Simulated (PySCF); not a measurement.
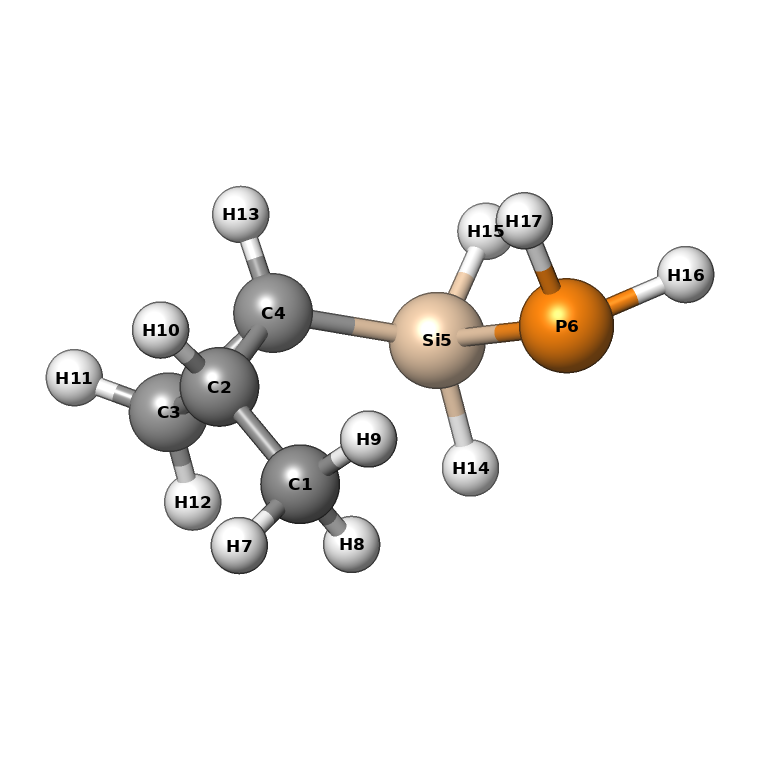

Charge +1, doublet. Computed geometry: GFN2-xTB optimisation. No frequency run is at hand to confirm it as a minimum. Computed with UKS B3LYP, pcH-1 on C H P Si, non-relativistic (PySCF 2.14.0). Fermi-contact and spin-dipolar terms alone, no spin-orbit part.

Which nucleus has the largest dipolar (anisotropic) hyperfine coupling?

31P at P6: principal values −278.6, −265.3, 543.9 MHz.

List the isotropic and dipolar parts for the most strongly coupled nuclei, one of each equivalent set.

```
atom  isotope  a_iso (MHz)     dipolar part (MHz)
  P6      31P        687.5  −278.6, −265.3, 543.9
 Si5     29Si         16.5       −18.2, 7.4, 10.8
 H16       1H         −2.1       −13.6, 0.7, 12.9
 H17       1H         −5.6       −13.3, 0.7, 12.6
  C4      13C          6.5       −6.0, −5.4, 11.5
  C2      13C          1.6        −4.3, −3.8, 8.0
  C1      13C          5.2        −2.9, −2.7, 5.6
  H9       1H         26.2        −5.2, −0.2, 5.4
```

The geometry is semi-empirical. Around P, Si such bond lengths and angles can be off by a tenth of an ångström or more and by several degrees, and values that hang on the shape move with them.
